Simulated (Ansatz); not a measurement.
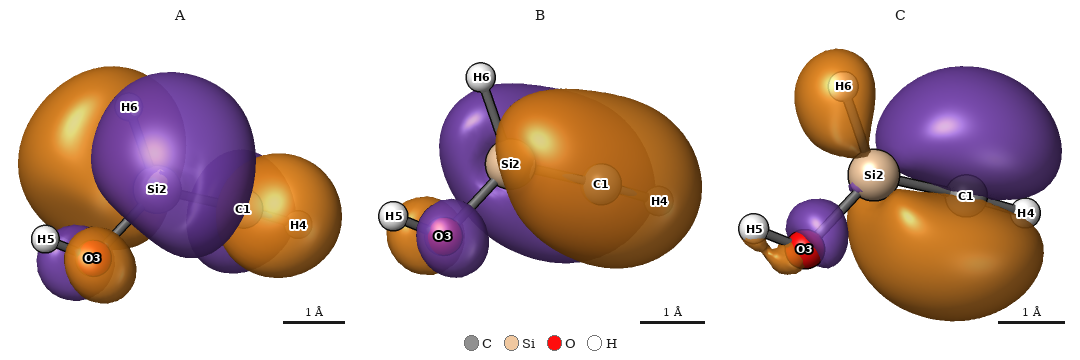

CH3OSi (doublet). Three frontier orbitals at ±0.08 Å⁻³ᐟ² (orange and purple are the two phases), in no order.

Geometry: PBE0-D4/def2-TZVP.

These are results of UKS PBE0-D4/def2-TZVPP (Ansatz 0.2.0), not measurements.

Input

```
crystal:
  periodic: [false, false, false]
  atoms:
    - {symbol: C, position_ang: [-0.568781, 0.074697, -0.757232]}
    - {symbol: Si, position_ang: [0.378355, -0.538017, 0.454731]}
    - {symbol: O, position_ang: [0.610228, -2.128335, 0.744805]}
    - {symbol: H, position_ang: [-1.194765, 0.417171, -1.556200]}
    - {symbol: H, position_ang: [1.186087, -2.353932, 1.477814]}
    - {symbol: H, position_ang: [1.125852, 0.295571, 1.415008]}
basis:
  gaussian: {orbitals: def2-TZVPP}
magnetization: {spin_polarized: true, initial_magnetization: 1}
hamiltonian: {xc: pbe0, dispersion: d4}
output: {orbitals: {seedname: orbitals}}
```

Run with:

```sh
ansatz run in.yaml --threads 2 --pin off --events-out ev --progress --plain --max-ram 4352MiB
```

Which picture is the HOMO−1, the HOMO and the LUMO? All are α orbitals.

C is the HOMO−1 (α) (−7.13 eV). By Hirshfeld shares it lies mainly on C1 (about 70 %) and Si2 (about 20 %); it is symmetric in the molecular plane (an in-plane orbital: σ, lone-pair or in-plane π type). B is the HOMO (α) (−6.56 eV). Its weight (Hirshfeld) is mainly on C1 (about 60 %) and Si2 (about 30 %); it changes sign across the molecular plane (π type); π-bonding across C1–Si2. A is the LUMO (α) (−0.38 eV). Its weight (Hirshfeld) is mainly on Si2 (about 60 %), C1 (about 20 %), H6 (about 10 %) and O3 (about 10 %); it changes sign across the molecular plane (π type); π-antibonding (a node) across C1–Si2.

What is the gap between the highest occupied and lowest empty α orbitals?

6.18 eV between the orbital energies.
